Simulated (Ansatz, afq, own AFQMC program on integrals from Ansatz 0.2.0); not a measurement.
**SiGeS (triplet): quantum Monte Carlo beside coupled cluster at angle Ge1–Si2–S3 = 143.3°, cc-pVDZ**

How near does AFQMC come to the top of the ladder for SiGeS (triplet)?

Computed with Ansatz 0.2.0, Gaussian basis, and an in-house AFQMC program (afq) on its integrals; all values are calculated. Level: cc-pVDZ, frozen cores.

To be run: PBE (unrestricted); r2SCAN (unrestricted); PBE0 (unrestricted); B3LYP (unrestricted); wB97M-V (unrestricted); B2PLYP (unrestricted); CCSD(T) on UHF; CCSDT(Q) on UHF; Phaseless AFQMC, CISD trial on UHF.

### 1 The system

The geometry derives from a PBE0/def2-TZVP stationary point (not a proven minimum). One angle is set to the value named; bond lengths are kept. No spin-orbit coupling is included. The filled d shell of Ge may be among the frozen orbitals whatever the setting's name suggests.

3 atoms, charge 0, spin multiplicity 3.

Atoms are counted from 1 here; the program's logs count them from 0.

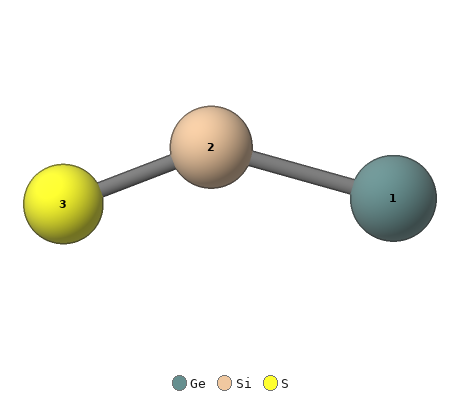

The structure; germanium teal, silicon light orange, sulfur yellow; atoms are numbered from 1 in the order of the file.

### 2 PBE (unrestricted)

in.yaml reads:

```yaml
crystal:
  periodic: [false, false, false]
  atoms:
    - {symbol: Ge, position_ang: [0.182733, 0.000000, 1.437894]}
    - {symbol: Si, position_ang: [-0.545416, 0.000000, -0.757397]}
    - {symbol: S, position_ang: [0.063762, 0.000000, -2.594005]}
basis:
  gaussian: {orbitals: cc-pVDZ}
magnetization: {spin_polarized: true, initial_magnetization: 2}
hamiltonian: {xc: {name: PBE}}
output: {orbitals: {seedname: orbitals}}
```

The run is started by

```sh
$ ansatz run in.yaml --threads 1 --pin off --events-out ev --progress --plain --max-ram 1382MiB
```

The program printed:

```text
Functional definition: PBE
  name "PBE"
  cite "Perdew, Burke & Ernzerhof, Phys. Rev. Lett. 77, 3865 (1996) doi:10.1103/PhysRevLett.77.3865"
  parent pbe
  parameter kappa = 0.804
  parameter beta = 0.06672455060314922
  exchange = pbe_x(kappa = kappa, mu = beta*pi^2/3)
  correlation = pbe_c(beta = beta)
706 factors; integrals over basis functions are off by at most 8.6e-4 eV
mean field evaluation 1: about -75210.3925 eV, gradient 1.6e1 eV
mean field evaluation 2: about -75148.1607 eV, gradient 7.6e1 eV
mean field evaluation 4: about -75211.9855 eV, gradient 8.5e0 eV
mean field evaluation 8: about -75212.5614 eV, gradient 7.7e-2 eV
mean field evaluation 16: about -75212.5583 eV, gradient 4.2e-5 eV
mean field evaluation 32: about -75212.1952 eV, gradient 5.2e0 eV
mean field -75212.55832596 eV, -2764.0105375760 hartree, gradient 4.5e-5 eV, S^2 2.003714; 1 other end points of the search recorded, 0 dependent functions left out
reference -75212.55835603 eV, -2764.0105386811 hartree; 32, 30 occupied and 31, 33 virtual orbitals, 706 factors
Total energy: -75212.55835603 eV, -2764.0105386811 hartree
```

Wall time 1.6 s (1 thread of AMD EPYC 9R45 (Zen 5), shared host).

From the report: ⟨S²⟩ of the determinant 2.004 (pure triplet: 2.00).

### 3 r2SCAN (unrestricted)

Changes to in.yaml since step 2:

```diff
@@ -9,3 +9,2 @@
 magnetization: {spin_polarized: true, initial_magnetization: 2}
-hamiltonian: {xc: {name: PBE}}
-output: {orbitals: {seedname: orbitals}}
+hamiltonian: {xc: {name: r2SCAN}}
```

The command is unchanged.

The program printed:

```text
Functional definition: r2SCAN
  name "r2SCAN"
  cite "Furness, Kaplan, Ning, Perdew & Sun, J. Phys. Chem. Lett. 11, 8208 (2020) doi:10.1021/acs.jpclett.0c02405"
  cite "Furness, Kaplan, Ning, Perdew & Sun, J. Phys. Chem. Lett. 11, 9248 (2020) doi:10.1021/acs.jpclett.0c03077"
  parent r2scan
  parameter k0 = 0.174
  parameter k1 = 0.065
  parameter a1 = 4.9479
  exchange = r2scan_x(k0 = k0, k1 = k1, a1 = a1)
  correlation = r2scan_c
706 factors; integrals over basis functions are off by at most 8.6e-4 eV
mean field evaluation 1: about -75226.1621 eV, gradient 1.4e1 eV
mean field evaluation 2: about -75187.7908 eV, gradient 6.6e1 eV
mean field evaluation 4: about -75227.6392 eV, gradient 5.0e0 eV
mean field evaluation 8: about -75227.8356 eV, gradient 1.6e-1 eV
mean field evaluation 16: about -75227.8360 eV, gradient 2.5e-4 eV
mean field -75227.83595633 eV, -2764.5719801364 hartree, gradient 8.8e-5 eV, S^2 2.011153; 0 other end points of the search recorded, 0 dependent functions left out
reference -75227.83596577 eV, -2764.5719804836 hartree; 32, 30 occupied and 31, 33 virtual orbitals, 706 factors
Total energy: -75227.83596577 eV, -2764.5719804836 hartree
```

Run time: 2.3 s. Hardware: 1 thread of AMD EPYC 9R45 (Zen 5), shared host.

From the report: ⟨S²⟩ of the determinant 2.011 (pure triplet: 2.00).

### 4 PBE0 (unrestricted)

Changes to in.yaml since step 3:

```diff
@@ -9,2 +9,3 @@
 magnetization: {spin_polarized: true, initial_magnetization: 2}
-hamiltonian: {xc: {name: r2SCAN}}
+hamiltonian: {xc: {name: PBE0}}
+output: {orbitals: {seedname: orbitals}}
```

Same command.

The program printed:

```text
Functional definition: PBE0
  name "PBE0"
  cite "Adamo & Barone, J. Chem. Phys. 110, 6158 (1999) doi:10.1063/1.478522"
  cite "Perdew, Burke & Ernzerhof, Phys. Rev. Lett. 77, 3865 (1996) doi:10.1103/PhysRevLett.77.3865"
  parent pbe
  parameter a = 0.25
  parameter kappa = 0.804
  parameter beta = 0.06672455060314922
  exchange = (1 - a)*pbe_x(kappa = kappa, mu = beta*pi^2/3) + a*exact_x
  correlation = pbe_c(beta = beta)
706 factors; integrals over basis functions are off by at most 8.6e-4 eV
mean field evaluation 1: about -75213.5216 eV, gradient 1.4e1 eV
mean field evaluation 2: about -75195.6430 eV, gradient 4.9e1 eV
mean field evaluation 4: about -75215.2074 eV, gradient 2.9e0 eV
mean field evaluation 8: about -75215.3405 eV, gradient 1.7e-1 eV
mean field evaluation 16: about -75215.3410 eV, gradient 3.8e-4 eV
mean field -75215.34102159 eV, -2764.1127997541 hartree, gradient 6.4e-5 eV, S^2 2.009483; 0 other end points of the search recorded, 0 dependent functions left out
reference -75215.34104414 eV, -2764.1128005828 hartree; 32, 30 occupied and 31, 33 virtual orbitals, 706 factors
Total energy: -75215.34104414 eV, -2764.1128005828 hartree
```

It took 1.9 s on 1 thread of AMD EPYC 9R45 (Zen 5), shared host.

From the report: ⟨S²⟩ of the determinant 2.009 (pure triplet: 2.00).

### 5 B3LYP (unrestricted)

Changes to in.yaml since step 4:

```diff
@@ -9,3 +9,2 @@
 magnetization: {spin_polarized: true, initial_magnetization: 2}
-hamiltonian: {xc: {name: PBE0}}
-output: {orbitals: {seedname: orbitals}}
+hamiltonian: {xc: {name: B3LYP}}
```

The command is unchanged.

The program printed, cut to the lines that bear on the results:

```text
Functional definition: B3LYP
  name "B3LYP"
  cite "Stephens, Devlin, Chabalowski & Frisch, J. Phys. Chem. 98, 11623 (1994) doi:10.1021/j100096a001"
  cite "Becke, Phys. Rev. A 38, 3098 (1988) doi:10.1103/PhysRevA.38.3098"
  cite "Lee, Yang & Parr, Phys. Rev. B 37, 785 (1988) doi:10.1103/PhysRevB.37.785"
  cite "Vosko, Wilk & Nusair, Can. J. Phys. 58, 1200 (1980) doi:10.1139/p80-159"
[...]
706 factors; integrals over basis functions are off by at most 8.6e-4 eV
[...]
mean field -75231.64153341 eV, -2764.7118325145 hartree, gradient 3.4e-5 eV, S^2 2.007023; 0 other end points of the search recorded, 0 dependent functions left out
reference -75231.64174331 eV, -2764.7118402285 hartree; 32, 30 occupied and 31, 33 virtual orbitals, 706 factors
Total energy: -75231.64174331 eV, -2764.7118402285 hartree
```

Wall time 1.8 s (1 thread of AMD EPYC 9R45 (Zen 5), shared host).

From the report: ⟨S²⟩ of the determinant 2.007 (pure triplet: 2.00).

### 6 wB97M-V (unrestricted)

Changes to in.yaml since step 5:

```diff
@@ -9,2 +9,3 @@
 magnetization: {spin_polarized: true, initial_magnetization: 2}
-hamiltonian: {xc: {name: B3LYP}}
+hamiltonian: {xc: {name: wB97M-V}}
+output: {orbitals: {seedname: orbitals}}
```

The command is unchanged.

The program printed, cut to the lines that bear on the results:

```text
Functional definition: wB97M-V
  name "wB97M-V"
  cite "Mardirossian & Head-Gordon, J. Chem. Phys. 144, 214110 (2016) doi:10.1063/1.4952647"
  cite "Becke, J. Chem. Phys. 107, 8554 (1997) doi:10.1063/1.475007"
  cite "Vydrov & Van Voorhis, J. Chem. Phys. 133, 244103 (2010) doi:10.1063/1.3521275"
  # Of w^i u^j: cxij and so on, Table III.
[...]
  gx(w, u) = 1 - cx + cx01*u + cx10*w
  gss(w, u) = css00 + css04*u^4 + css10*w + css20*w^2 + css43*w^4*u^3
  gos(w, u) = cos00 + cos10*w + (cos20 + cos21*u)*w^2 + (cos60 + cos61*u)*w^6
[...]
      + integral(e_c_pw_mod_opposite_spin*gos(b97_w_opposite, b97_u_opposite)) + vv10(b, c)
706 factors; integrals over basis functions are off by at most 8.6e-4 eV
195 factors; integrals over basis functions are off by at most 5.9e-6 eV
[...]
mean field -75225.36668921 eV, -2764.4812362434 hartree, gradient 7.7e-5 eV, S^2 2.012129; 3 other end points of the search recorded, 0 dependent functions left out
reference -75225.36672060 eV, -2764.4812373970 hartree; 32, 30 occupied and 31, 33 virtual orbitals, 706 factors
Total energy: -75225.36672060 eV, -2764.4812373970 hartree
```

Wall time 8 s (1 thread of AMD EPYC 9R45 (Zen 5), shared host); peak memory 0.31 GiB.

From the report: ⟨S²⟩ of the determinant 2.012 (pure triplet: 2.00).

### 7 B2PLYP (unrestricted)

Changes to in.yaml since step 6:

```diff
@@ -9,3 +9,3 @@
 magnetization: {spin_polarized: true, initial_magnetization: 2}
-hamiltonian: {xc: {name: wB97M-V}}
-output: {orbitals: {seedname: orbitals}}
+hamiltonian: {xc: {name: B2PLYP}}
+correlation: {electrons: outside_noble_gas}
```

The command is unchanged.

The program printed, cut to the lines that bear on the results:

```text
Functional definition: B2PLYP
  name "B2PLYP"
  cite "Grimme, J. Chem. Phys. 124, 034108 (2006) doi:10.1063/1.2148954"
  cite "Becke, Phys. Rev. A 38, 3098 (1988) doi:10.1103/PhysRevA.38.3098"
  cite "Lee, Yang & Parr, Phys. Rev. B 37, 785 (1988) doi:10.1103/PhysRevB.37.785"
[...]
706 factors; integrals over basis functions are off by at most 8.6e-4 eV
[...]
mean field -75208.44599300 eV, -2763.8594121273 hartree, gradient 7.0e-6 eV, S^2 2.020988; 4 other end points of the search recorded, 0 dependent functions left out
24 core orbitals not correlated: weight in the atoms' cores, before any rotation towards them, 1.000 or more for the frozen orbitals, at most 0.000 for the correlated occupied ones
reference -75208.44612621 eV, -2763.8594170226 hartree; 8, 6 occupied and 31, 33 virtual orbitals, 706 factors
second order -9.42864178 eV of doubles, -0.00000000 eV of singles
Total energy: -75210.99185950 eV, -2763.9529709952 hartree
```

It took 2.9 s on 1 thread of AMD EPYC 9R45 (Zen 5), shared host.

From the report: ⟨S²⟩ of the determinant 2.021 (pure triplet: 2.00).

### 8 CCSD(T) on UHF

Changes to in.yaml since step 7:

```diff
@@ -9,3 +9,2 @@
 magnetization: {spin_polarized: true, initial_magnetization: 2}
-hamiltonian: {xc: {name: B2PLYP}}
-correlation: {electrons: outside_noble_gas}
+correlation: {method: ccsd_t, electrons: outside_noble_gas, hamiltonian_folder: ham}
```

Launched as before.

The program printed, cut to the lines that bear on the results:

```text
Functional definition: HF
  name "HF"
  cite "Fock, Z. Phys. 61, 126 (1930) doi:10.1007/BF01340294"
  parent pbe
[...]
706 factors; integrals over basis functions are off by at most 8.6e-4 eV
[...]
mean field -75151.96259709 eV, -2761.7836856131 hartree, gradient 7.0e-6 eV, S^2 2.082490; 7 other end points of the search recorded, 0 dependent functions left out
determinant -75151.96259709 eV, -2761.7836856131 hartree, with singles and doubles -75159.95565996 eV, -2762.0774252557 hartree
determinant -75150.58229036 eV, -2761.7329602763 hartree, with singles and doubles -75158.34398367 eV, -2762.0181972448 hartree
determinant -75150.32749423 eV, -2761.7235966915 hartree, with singles and doubles -75158.13105690 eV, -2762.0103723301 hartree
determinant -75149.57956308 eV, -2761.6961107285 hartree, with singles and doubles -75156.94239983 eV, -2761.9666899886 hartree
24 core orbitals not correlated: weight in the atoms' cores, before any rotation towards them, 1.000 or more for the frozen orbitals, at most 0.000 for the correlated occupied ones
reference -75151.96259709 eV, -2761.7836856131 hartree; 8, 6 occupied and 31, 33 virtual orbitals, 706 factors
second order -7.07478166 eV of doubles, -0.00000000 eV of singles
cycle   1  -7.99474090 eV  change   -1.7e-3 eV  update   3.8e-3
[...]
cycle  10  -7.99866911 eV  change   -6.3e-6 eV  update   6.7e-6
perturbative correction -0.42595699 eV, -0.0156536306 hartree
Total energy: -75160.38722319 eV, -2762.0932849119 hartree
```

Wall time 5.5 s (1 thread of AMD EPYC 9R45 (Zen 5), shared host).

From the report: ⟨S²⟩ of the determinant 2.082 (pure triplet: 2.00); correlation -8.4246 eV; T1 0.037; largest double amplitude 0.05.

This run also writes the integrals to the folder ham.

### 9 CCSDT(Q) on UHF

Changes to in.yaml since step 8:

```diff
@@ -9,2 +9,2 @@
 magnetization: {spin_polarized: true, initial_magnetization: 2}
-correlation: {method: ccsd_t, electrons: outside_noble_gas, hamiltonian_folder: ham}
+correlation: {method: ccsdt_q, electrons: outside_noble_gas}
```

The command is unchanged.

The program printed, cut to the lines that bear on the results:

```text
Functional definition: HF
  name "HF"
  cite "Fock, Z. Phys. 61, 126 (1930) doi:10.1007/BF01340294"
  parent pbe
[...]
1225 factors; integrals over basis functions are off by at most 1.6e-7 eV
[...]
mean field -75151.96269634 eV, -2761.7836892608 hartree, gradient 6.7e-6 eV, S^2 2.082490; 8 other end points of the search recorded, 0 dependent functions left out
determinant -75151.96269634 eV, -2761.7836892608 hartree, with singles and doubles -75159.95575795 eV, -2762.0774288567 hartree
determinant -75150.58238088 eV, -2761.7329636032 hartree, with singles and doubles -75158.34408246 eV, -2762.0182008751 hartree
determinant -75150.32758741 eV, -2761.7236001158 hartree, with singles and doubles -75158.13115493 eV, -2762.0103759327 hartree
determinant -75149.57966158 eV, -2761.6961143484 hartree, with singles and doubles -75156.94250293 eV, -2761.9666937774 hartree
determinant -75149.34455308 eV, -2761.6874742704 hartree, with singles and doubles -75157.05630286 eV, -2761.9708758477 hartree
24 core orbitals not correlated: weight in the atoms' cores, before any rotation towards them, 1.000 or more for the frozen orbitals, at most 0.000 for the correlated occupied ones
reference -75151.96269634 eV, -2761.7836892608 hartree; 8, 6 occupied and 31, 33 virtual orbitals, 1225 factors
second order -7.07478172 eV of doubles, -0.00000000 eV of singles
cycle   1  -7.55568284 eV  change   -4.8e-1 eV  update   1.4e-1
[...]
cycle  24  -8.48072499 eV  change   -6.8e-7 eV  update   7.4e-7
perturbative correction -0.04553395 eV, -0.0016733419 hartree
Total energy: -75160.48895529 eV, -2762.0970234976 hartree
```

Run time: 31 s. Hardware: 1 thread of AMD EPYC 9R45 (Zen 5), shared host; peak memory 0.58 GiB.

From the report: ⟨S²⟩ of the determinant 2.082 (pure triplet: 2.00); correlation -8.5263 eV; T1 0.042; largest double amplitude 0.07.

### 10 Phaseless AFQMC, CISD trial on UHF

It reads the integrals that the CCSD(T) run on this determinant wrote.

The run is started by

```sh
$ afq ham --method phaseless --trial cisd --walkers 60 --populations 1 --least-time 40 --time-step 0.005 --steps-per-block 50 --equilibration-blocks 28 --max-blocks 300 --target-error 0.00045 --factor-cut 1e-05 --start spin_pure --seed 1947 --release-times 0.24,0.51,0.99,1.62,2.4 --release-step 0.03 --release-every 4 --taylor-order 6
```

The program printed:

```text
orbitals 39  electrons 8 6  factors 302 of 706
reference energy -2761.78368561 Eh
CCSD correlation -0.29394561 Eh in 16 cycles, weight of the determinant in the CISD state 0.7959
energy of the start -2762.071599 Eh
 block  time / (1/Eh)  mean weight  energy / Eh
     1     0.250  0.9997  -2762.067286
     2     0.500  0.9980  -2762.071969
     3     0.750  1.0003  -2762.077672
     4     1.000  1.0002  -2762.078237
     5     1.250  1.0012  -2762.078507
     6     1.500  0.9999  -2762.077096
     7     1.750  0.9983  -2762.079195
     8     2.000  0.9991  -2762.084811
     9     2.250  1.0017  -2762.092741
    10     2.500  0.9992  -2762.087718
    17     4.250  0.9974  -2762.084845
    25     6.250  0.9998  -2762.110175
    33     8.250  1.0003  -2762.095097
    41    10.250  1.0008  -2762.095777
    49    12.250  1.0000  -2762.091918
    57    14.250  1.0035  -2762.110212
    65    16.250  0.9998  -2762.095807
    73    18.250  1.0015  -2762.088578
    81    20.250  0.9976  -2762.087751
    89    22.250  1.0008  -2762.102125
    97    24.250  1.0001  -2762.097000
   105    26.250  1.0004  -2762.080092
   113    28.250  0.9991  -2762.088619
   121    30.250  1.0006  -2762.087357
   129    32.250  0.9980  -2762.076220
   137    34.250  0.9982  -2762.104917
   145    36.250  0.9998  -2762.100019
   153    38.250  1.0021  -2762.099214
   161    40.250  1.0021  -2762.099169
   169    42.250  1.0007  -2762.096380
   177    44.250  1.0014  -2762.100585
   185    46.250  0.9994  -2762.092700
   193    48.250  1.0000  -2762.095072
   201    50.250  1.0006  -2762.101299
   209    52.250  1.0000  -2762.093764
   217    54.250  1.0010  -2762.112410
   225    56.250  0.9982  -2762.104666
   233    58.250  1.0006  -2762.086409
   241    60.250  0.9982  -2762.084226
   249    62.250  1.0014  -2762.090419
   257    64.250  1.0019  -2762.085749
   265    66.250  0.9981  -2762.092382
   273    68.250  0.9983  -2762.093484
   281    70.250  0.9994  -2762.103842
   289    72.250  0.9962  -2762.095142
   297    74.250  1.0001  -2762.090000
   305    76.250  0.9988  -2762.100625
   313    78.250  0.9975  -2762.101249
   321    80.250  0.9995  -2762.093054
blocks merged  error / Eh  count
     1  0.000482  300
     2  0.000620  150
     4  0.000752  75
     8  0.000891  37
    16  0.000929  18
    32  0.001280  9
released: time / (1/Eh)  energy / Eh  error  mean overlap
  0.24  -2762.094714  0.001202  0.9975
  0.51  -2762.094012  0.001119  1.0086
  0.99  -2762.094101  0.001064  1.0177
  1.62  -2762.095421  0.001034  1.0006
  2.40  -2762.096927  0.001511  0.9782
energy -2762.095172 +/- 0.000929 Eh
```

Run time: 5.9 min. Hardware: 1 thread of AMD EPYC 9R45 (Zen 5), shared host.

Energy -75160.4386 ± 0.0253 eV. Caveats: constraint bias not in the error; error above the target.

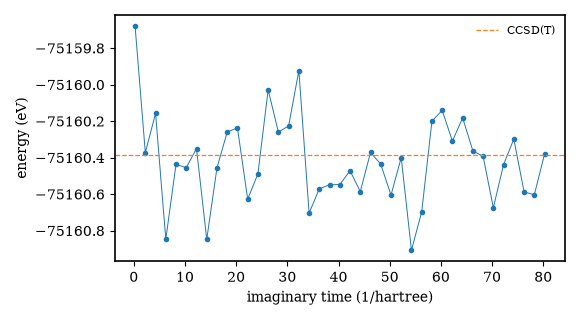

Block energies along the walk.

### 11 AFQMC on the ladder

On the UHF determinant, counted from CCSDT(Q) (a yardstick, not exact):

| level | energy (eV) | from CCSDT(Q) (kJ/mol) | statistical error (kJ/mol) | time |
| --- | --- | --- | --- | --- |
| HF | -75151.9626 | +822.7 |  |  |
| MP2 | -75159.0374 | +140.1 |  |  |
| CCSD | -75159.9613 | +50.9 |  |  |
| CCSD(T) | -75160.3872 | +9.8 |  |  |
| CCSDT(Q) | -75160.4890 | 0.0 |  |  |
| Phaseless AFQMC, CISD trial, step 0.005, 60 walkers | -75160.4386 | +4.9 | 2.4 | 5.9 min |

The functionals' totals stand on their own zeros and serve differences with other points: PBE -75212.558 eV; r2SCAN -75227.836 eV; PBE0 -75215.341 eV; B3LYP -75231.642 eV; wB97M-V -75225.367 eV; B2PLYP -75210.992 eV.

### 12 Summary of results

| quantity | value |
| --- | --- |
| CCSD(T) on UHF from CCSDT(Q) | +9.8 kJ/mol |
| Phaseless AFQMC, CISD trial on UHF from CCSDT(Q) | +4.9 ± 2.4 kJ/mol |

What this shows: On UHF the phaseless walk with the CISD trial lies +4.9 kJ/mol from CCSDT(Q), within three error bars. Error bars are statistical and leave out the constraint, the time step and what remains of the start.
